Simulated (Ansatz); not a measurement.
The starting structures come from a database of crystals and need not be the phases stable at ambient conditions.

 Where the default PAW files enter, the runs use the earlier of Ansatz's two default sets.

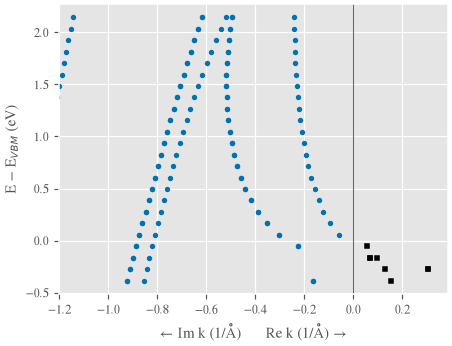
Fig. 1. Complex bands at the centre of the two-dimensional zone; Ansatz (a quantum-chemistry and plane-wave program) with r2SCAN

The gap is the functional's own. No spin-orbit coupling. Mid-gap values are interpolated on the energy grid.

**Question.** This is LiYSe2 (R-3m, not sure to be the ambient phase, 4 atoms a cell, 23.0 Å³ an atom) along the normal of (001). Read off the slowest decay at the centre of the two-dimensional zone at 0.94 eV, the computed energy nearest the middle of the gap.

**Answer.** κ ≈ 0.20 1/Å, a decay length 1/(2κ) of the density of 2.5 Å.
